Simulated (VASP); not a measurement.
# A VASP study of MgH2 (AM05): structure first, properties next, part 5 of 5

What structure does MgH2 take at this level, and what are its properties? The start is a cell from a database of measured crystal structures.

VASP 6.6.1; AM05; plane waves and PAW (Mg, H).

So far, gap on the k-mesh (eV): step 2 (full relaxation (AM05)) 3.74; step 6 (density of states (AM05)) 3.62; step 7 (zone-centre phonons (AM05)) 3.74; step 8 (volume scan with AM05) 3.83; step 9 (volume scan with AM05 (run 2)) 3.80.

### Step 10. Volume scan with AM05 (run 3)

The input, INCAR:

```
SYSTEM = MgH2
PREC = Accurate
ENCUT = 400
EDIFF = 1E-06
NELM = 100
ISMEAR = 0
SIGMA = 0.05
LREAL = .FALSE.
ALGO = Normal
GGA = AM
NBANDS = 10
LORBIT = 11
LWAVE = .FALSE.
LCHARG = .FALSE.
KPAR = 4
ISIF = 2
```

The input, POSCAR:

```
MgH2
1.0
    4.4515325424      0.0000000000      0.0000000000
    0.0000000000      4.4515325424      0.0000000000
    0.0000000000      0.0000000000      2.9867818209
Mg H
2 4
Direct
    0.0000000000      0.0000000000      0.0000000000
    0.5000000000      0.5000000000      0.5000000000
    0.3044375503      0.3044375503      0.0000000000
    0.1955624497      0.8044375503      0.5000000000
    0.6955624497      0.6955624497      0.0000000000
    0.8044375503      0.1955624497      0.5000000000
```

The input, KPOINTS:

```
Automatic mesh
0
Gamma
5 5 7
0 0 0
```

Potentials, in the order of the species: Mg and H (PBE family, release 64).

Launch:

```bash
$ mpirun -np 4 vasp_std
```

Output:

```text
[... set-up lines as in an earlier step ...]
 entering main loop
       N       E                     dE             d eps       ncg     rms          rms(c)
DAV:   1    -0.258786036528E+01   -0.25879E+01   -0.26161E+03   480   0.479E+02
DAV:   2    -0.176188359009E+02   -0.15031E+02   -0.14281E+02   612   0.720E+01
DAV:   3    -0.183002477605E+02   -0.68141E+00   -0.68056E+00   616   0.160E+01
DAV:   4    -0.183024333554E+02   -0.21856E-02   -0.21855E-02   608   0.975E-01
[...]
DAV:  10    -0.172359639594E+02   -0.33143E-04   -0.59845E-05   518   0.534E-02    0.976E-03
DAV:  11    -0.172359621863E+02    0.17731E-05   -0.50630E-06   556   0.107E-02    0.179E-03
DAV:  12    -0.172359621948E+02   -0.85268E-08   -0.19760E-07   294   0.319E-03
   1 F= -.17235962E+02 E0= -.17235962E+02  d E =-.953666E-16
```

Wall time 3.2 s (4 MPI ranks of Intel Xeon Platinum 8559C (Emerald Rapids), shared host); peak memory 0.52 GiB.

OUTCAR, selected parts (step 10):

```text
  Total        0.3406483      0.3406483      0.5010512      0.0000000      0.0000000      0.0000000
  in kB        9.2213437      9.2213437     13.5634462      0.0000000      0.0000000      0.0000000
  external PRESSURE =      10.6687112 kB  Pullay stress =       0.0000000 kB

 POSITION                                       TOTAL-FORCE (eV/Angst)
 -----------------------------------------------------------------------------------
      0.00000      0.00000      0.00000         0.000000     -0.000000      0.000000
      2.22577      2.22577      1.49339         0.000000     -0.000000      0.000000
      1.35521      1.35521      0.00000        -0.003469     -0.003469      0.000000
      0.87055      3.58098      1.49339         0.003469     -0.003469      0.000000
      3.09632      3.09632      0.00000         0.003469      0.003469     -0.000000
      3.58098      0.87055      1.49339        -0.003469      0.003469     -0.000000
 -----------------------------------------------------------------------------------
    total drift:                               -0.000000     -0.000000      0.000000

  FREE ENERGIE OF THE ION-ELECTRON SYSTEM (eV)
  ---------------------------------------------------
  free  energy   TOTEN  =       -17.2359621948 eV

  energy  without entropy=      -17.2359621948  energy(sigma->0) =      -17.23596219

[... 1 part as in an earlier step ...]

[... 2 further parts left out ...]
[key lines of the parts left out:]
E-fermi :  -0.0799
```

The pressure falls from 2.27 to 1.07 GPa.

The run ends at a pressure of 1.07 GPa, with forces up to 0.0049 eV/Å.

### Step 11. Volume scan with AM05 (run 4)

INCAR is that of step 10.

Edit POSCAR of step 10 so:

```diff
@@ -2,5 +2,5 @@
 1.0
-    4.4515325424      0.0000000000      0.0000000000
-    0.0000000000      4.4515325424      0.0000000000
-    0.0000000000      0.0000000000      2.9867818209
+    4.4816113774      0.0000000000      0.0000000000
+    0.0000000000      4.4816113774      0.0000000000
+    0.0000000000      0.0000000000      3.0069633913
 Mg H
```

KPOINTS is that of step 10.

Launch:

```bash
$ mpirun -np 4 vasp_std
```

Output:

```text
[... set-up lines as in an earlier step ...]
 entering main loop
       N       E                     dE             d eps       ncg     rms          rms(c)
[... 12 cycles as in an earlier step ...]
   1 F= -.17244075E+02 E0= -.17244075E+02  d E =-.419121E-16
```

Elapsed: 3.2 s, on 4 MPI ranks; peak memory 0.53 GiB.

From OUTCAR (step 11):

```text
[... 6 parts as in an earlier step ...]

[... 1 further part left out ...]
[key lines of the parts left out:]
E-fermi :  -0.1641
```

The pressure falls from 1.07 to -0.03 GPa.

The run ends at a pressure of -0.03 GPa, with forces up to 0.0012 eV/Å.

### Step 12. Volume scan with AM05 (run 5)

INCAR is that of step 11.

Edit POSCAR of step 11 so:

```diff
@@ -2,5 +2,5 @@
 1.0
-    4.4816113774      0.0000000000      0.0000000000
-    0.0000000000      4.4816113774      0.0000000000
-    0.0000000000      0.0000000000      3.0069633913
+    4.5112917879      0.0000000000      0.0000000000
+    0.0000000000      4.5112917879      0.0000000000
+    0.0000000000      0.0000000000      3.0268776365
 Mg H
```

KPOINTS is that of step 11.

Launch:

```bash
$ mpirun -np 4 vasp_std
```

Output:

```text
[... set-up lines as in an earlier step ...]
 entering main loop
       N       E                     dE             d eps       ncg     rms          rms(c)
DAV:   1    -0.235834774271E+01   -0.23583E+01   -0.26784E+03   488   0.484E+02
DAV:   2    -0.176344614306E+02   -0.15276E+02   -0.15011E+02   588   0.722E+01
DAV:   3    -0.183016317433E+02   -0.66717E+00   -0.66660E+00   630   0.163E+01
DAV:   4    -0.183037721968E+02   -0.21405E-02   -0.21404E-02   582   0.101E+00
[...]
DAV:  10    -0.172438898597E+02   -0.36553E-04   -0.64105E-05   516   0.546E-02    0.991E-03
DAV:  11    -0.172438880882E+02    0.17715E-05   -0.54939E-06   552   0.109E-02    0.195E-03
DAV:  12    -0.172438880923E+02   -0.40961E-08   -0.24178E-07   302   0.346E-03
   1 F= -.17243888E+02 E0= -.17243888E+02  d E =-.729727E-11
```

Wall time 3.4 s (4 MPI ranks); peak memory 0.54 GiB; 10 s of CPU time.

OUTCAR, selected parts (step 12):

```text
  Total       -0.3541657     -0.3541657     -0.4839095      0.0000000      0.0000000      0.0000000
  in kB       -9.2112883     -9.2112883    -12.5857179      0.0000000      0.0000000      0.0000000
  external PRESSURE =     -10.3360982 kB  Pullay stress =       0.0000000 kB

 POSITION                                       TOTAL-FORCE (eV/Angst)
 -----------------------------------------------------------------------------------
      0.00000      0.00000      0.00000         0.000000      0.000000     -0.000000
      2.25565      2.25565      1.51344         0.000000      0.000000     -0.000000
      1.37341      1.37341      0.00000         0.004734      0.004734      0.000000
      0.88224      3.62905      1.51344        -0.004734      0.004734      0.000000
      3.13789      3.13789      0.00000        -0.004734     -0.004734     -0.000000
      3.62905      0.88224      1.51344         0.004734     -0.004734     -0.000000
 -----------------------------------------------------------------------------------
    total drift:                               -0.000000     -0.000000      0.000000

  FREE ENERGIE OF THE ION-ELECTRON SYSTEM (eV)
  ---------------------------------------------------
  free  energy   TOTEN  =       -17.2438880923 eV

  energy  without entropy=      -17.2438880923  energy(sigma->0) =      -17.24388809

[... 1 part as in an earlier step ...]

[... 2 further parts left out ...]
[key lines of the parts left out:]
E-fermi :  -0.3094
```

The pressure falls from -0.03 to -1.03 GPa.

The run ends at a pressure of -1.03 GPa, with forces up to 0.0067 eV/Å.

### Step 13. Volume scan with AM05 (run 6)

INCAR is that of step 12.

Edit POSCAR of step 12 so:

```diff
@@ -2,5 +2,5 @@
 1.0
-    4.5112917879      0.0000000000      0.0000000000
-    0.0000000000      4.5112917879      0.0000000000
-    0.0000000000      0.0000000000      3.0268776365
+    4.5405867113      0.0000000000      0.0000000000
+    0.0000000000      4.5405867113      0.0000000000
+    0.0000000000      0.0000000000      3.0465332368
 Mg H
```

KPOINTS is that of step 12.

Launch:

```bash
$ mpirun -np 4 vasp_std
```

Output:

```text
[... set-up lines as in an earlier step ...]
 entering main loop
       N       E                     dE             d eps       ncg     rms          rms(c)
DAV:   1    -0.811912901196E+00   -0.81191E+00   -0.26670E+03   488   0.485E+02
DAV:   2    -0.175454906489E+02   -0.16734E+02   -0.15822E+02   610   0.705E+01
DAV:   3    -0.182916641249E+02   -0.74617E+00   -0.74554E+00   604   0.169E+01
DAV:   4    -0.182938716541E+02   -0.22075E-02   -0.22075E-02   580   0.980E-01
[...]
DAV:  10    -0.172361343007E+02   -0.38391E-04   -0.66966E-05   516   0.554E-02    0.103E-02
DAV:  11    -0.172361323968E+02    0.19039E-05   -0.60425E-06   548   0.113E-02    0.201E-03
DAV:  12    -0.172361324027E+02   -0.59194E-08   -0.26818E-07   304   0.365E-03
   1 F= -.17236132E+02 E0= -.17236132E+02  d E =-.833284E-11
```

The job ended after 3.4 s (4 MPI ranks; peak memory 0.55 GiB; 10 s of CPU time).

From OUTCAR (step 13):

```text
  Total       -0.6774845     -0.6774845     -0.9414834     -0.0000000      0.0000000      0.0000000
  in kB      -17.2814457    -17.2814457    -24.0155972     -0.0000000      0.0000000      0.0000000
  external PRESSURE =     -19.5261629 kB  Pullay stress =       0.0000000 kB

 POSITION                                       TOTAL-FORCE (eV/Angst)
 -----------------------------------------------------------------------------------
      0.00000      0.00000      0.00000         0.000000      0.000000      0.000000
      2.27029      2.27029      1.52327         0.000000      0.000000      0.000000
      1.38233      1.38233      0.00000         0.008404      0.008404      0.000000
      0.88797      3.65262      1.52327        -0.008404      0.008404      0.000000
      3.15826      3.15826      0.00000        -0.008404     -0.008404      0.000000
      3.65262      0.88797      1.52327         0.008404     -0.008404      0.000000
 -----------------------------------------------------------------------------------
    total drift:                               -0.000000     -0.000000      0.000000

  FREE ENERGIE OF THE ION-ELECTRON SYSTEM (eV)
  ---------------------------------------------------
  free  energy   TOTEN  =       -17.2361324027 eV

  energy  without entropy=      -17.2361324027  energy(sigma->0) =      -17.23613240

[... 1 part as in an earlier step ...]

[... 2 further parts left out ...]
[key lines of the parts left out:]
E-fermi :  -0.3914
```

The pressure falls from -1.03 to -1.95 GPa.

The run ends at a pressure of -1.95 GPa, with forces up to 0.012 eV/Å.

### Step 14. Volume scan with AM05 (run 7)

A prediction first. A parabola through the 6 pressures of evenly scaled cells so far, P = -0.03 -52.6 t +95 t² GPa with t = ln(V/V₁) and V₁ the volume at scale 1, gives -2.78 GPa at t = +0.0583.

INCAR is that of step 13.

Edit POSCAR of step 13 so:

```diff
@@ -2,5 +2,5 @@
 1.0
-    4.5405867113      0.0000000000      0.0000000000
-    0.0000000000      4.5405867113      0.0000000000
-    0.0000000000      0.0000000000      3.0465332368
+    4.5695084255      0.0000000000      0.0000000000
+    0.0000000000      4.5695084255      0.0000000000
+    0.0000000000      0.0000000000      3.0659384303
 Mg H
```

KPOINTS is that of step 13.

Launch:

```bash
$ mpirun -np 4 vasp_std
```

Output:

```text
[... set-up lines as in an earlier step ...]
 entering main loop
       N       E                     dE             d eps       ncg     rms          rms(c)
DAV:   1    -0.173878941401E+01   -0.17388E+01   -0.27972E+03   488   0.495E+02
DAV:   2    -0.175305829014E+02   -0.15792E+02   -0.14730E+02   582   0.711E+01
DAV:   3    -0.182759976665E+02   -0.74541E+00   -0.74485E+00   646   0.168E+01
DAV:   4    -0.182784083897E+02   -0.24107E-02   -0.24106E-02   570   0.101E+00
[...]
DAV:  10    -0.172220042762E+02   -0.40194E-04   -0.69502E-05   522   0.562E-02    0.104E-02
DAV:  11    -0.172220023837E+02    0.18925E-05   -0.61594E-06   544   0.114E-02    0.205E-03
DAV:  12    -0.172220023928E+02   -0.91158E-08   -0.28456E-07   312   0.377E-03
   1 F= -.17222002E+02 E0= -.17222002E+02  d E =-.363791E-11
```

Wall time 3.6 s (4 MPI ranks); peak memory 0.54 GiB.

From OUTCAR (step 14):

```text
  Total       -0.9838548     -0.9838548     -1.3773683      0.0000000      0.0000000      0.0000000
  in kB      -24.6229002    -24.6229002    -34.4713477      0.0000000      0.0000000      0.0000000
  external PRESSURE =     -27.9057160 kB  Pullay stress =       0.0000000 kB

 POSITION                                       TOTAL-FORCE (eV/Angst)
 -----------------------------------------------------------------------------------
      0.00000      0.00000      0.00000         0.000000      0.000000      0.000000
      2.28475      2.28475      1.53297         0.000000      0.000000      0.000000
      1.39113      1.39113      0.00000         0.011720      0.011720     -0.000000
      0.89362      3.67588      1.53297        -0.011720      0.011720      0.000000
      3.17838      3.17838      0.00000        -0.011720     -0.011720      0.000000
      3.67588      0.89362      1.53297         0.011720     -0.011720      0.000000
 -----------------------------------------------------------------------------------
    total drift:                               -0.000000     -0.000000      0.000000

  FREE ENERGIE OF THE ION-ELECTRON SYSTEM (eV)
  ---------------------------------------------------
  free  energy   TOTEN  =       -17.2220023928 eV

  energy  without entropy=      -17.2220023928  energy(sigma->0) =      -17.22200239

[... 1 part as in an earlier step ...]

[... 2 further parts left out ...]
[key lines of the parts left out:]
E-fermi :  -0.4648
```

The pressure falls from -1.95 to -2.79 GPa. The parabola predicted -2.78 GPa, +0.01 GPa off.

### Step 15. Comparing the runs

Times are for 4 MPI ranks of Intel Xeon Platinum 8559C (Emerald Rapids), shared host. Results by setting:

```
no.  volume scale  energy above the lowest point (meV/atom)  pressure (GPa)  gap on the k-mesh (eV)   time  memory (GiB)
  1          0.94                                       8.5           3.589                   3.835  3.4 s          0.54
  2          0.96                                       4.1           2.271                   3.804  3.4 s          0.53
  3          0.98                                      1.35           1.067                   3.773  3.2 s          0.52
  4             1                                         0        -0.02939                   3.741  3.2 s          0.53
  5          1.02                                      0.03          -1.034                   3.709  3.4 s          0.54
  6          1.04                                      1.32          -1.953                   3.676  3.4 s          0.55
  7          1.06                                      3.68          -2.791                   3.643  3.6 s          0.54
```

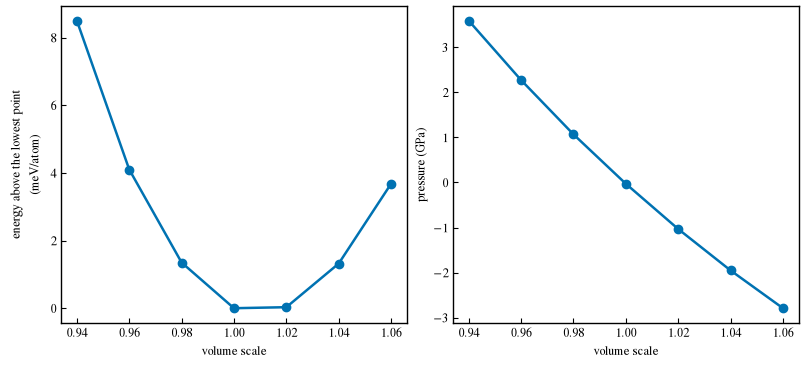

The series as plots.

### Step 16. Fit for AM05

This step: Birch-Murnaghan fit, AM05; plane waves and PAW (VASP 6.6.1).

Derived from the runs above.

This step gave:

- pressure derivative of the bulk modulus: 3.484
- r.m.s. error of the fit: 1.52e-5 eV/atom
- minimum inside the sampled range: yes
- bulk modulus: 51.67 GPa
- equilibrium volume of the fit: 10.16 Å³/atom

Energy above the fitted minimum against volume:

```
volume (Å³/atom)  energy above the fitted minimum (eV/atom)
           9.462                                    0.00863
           9.663                                    0.00423
           9.864                                    0.00148
          10.066                                     1.3e-4
          10.267                                     1.6e-4
          10.468                                    0.00145
          10.670                                    0.00381
```

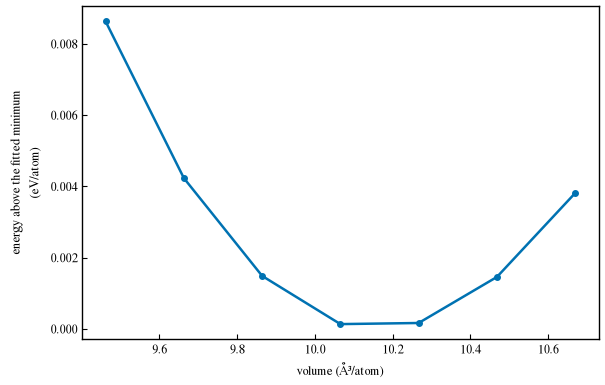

Energy above the fitted minimum against volume.

The fitted volume lies +0.95 % from the relaxed one. At a finite cutoff and mesh the minimum of the energy and the zero of the stress don't quite coincide, and the relaxation stops at a threshold.

### Step 17. Outcome

- relaxed volume: 10.07 Å³/atom
- relaxed conventional cell a, b, c: 4.482, 4.482, 3.007 Å
- space group after relaxing, within 0.02 Å: P4_2/mnm (No. 136)
- band gap: 3.51 eV, indirect (least direct gap of that run 4.42 eV)
- gap among the points of the DOS mesh alone, an upper bound: 3.62 eV
- static dielectric constant from modes and Born charges, mean: 10.7
- electronic dielectric constant, mean: 4.12
- highest zone-centre mode: 1486 cm⁻¹
- bulk modulus from the fit: 51.7 GPa
- volume from the fit: 10.2 Å³/atom

With AM05, MgH2 relaxes to 10.07 Å³/atom in space group P4_2/mnm (held by the symmetry of the run), has an indirect gap of 3.51 eV and has a bulk modulus of 51.7 GPa at fixed shape and positions, an upper bound. Against the listed cell the volume lies -2.0 % (a -0.8 %, c -0.4 %). Zone-centre phonons (AM05): The principal values of the ionic part of the static dielectric tensor are 4.21, 7.74 and 7.74. Zone-centre phonons (AM05): Mean Born effective charge: Mg1 1.88, H3 -0.94 e. Zone-centre phonons (AM05): The strongest infrared line lies at 889 cm⁻¹, followed by 1218 and 489. Zone-centre phonons (AM05): The highest mode in this list at Γ, 1486.3 cm⁻¹, is mostly motion of H (100 % of the kinetic energy). Semilocal functionals usually underestimate gaps. Modes at Γ alone can't show that the crystal is stable at other wave vectors, and the LO-TO splitting is not included. No search among competing phases was made, and a listed structure need not be the one stable at ambient conditions. All values are for a static lattice at zero temperature.

[Lines on the potential files, build, host, timing and source positions are cut from VASP's logs without a mark.]

[Logs are printed without paths, hosts, clocks, repeated set-up lines and the standing remarks that a program may print on its own settings, such as how far it seeks lower states.]

[Hosts, paths, dates, database ids (printed as entryN), source tags and the programs' standing remarks are cut or masked in the printed files.]

[A measured line is paired with the nearest computed mode of its activity, which favours agreement.]
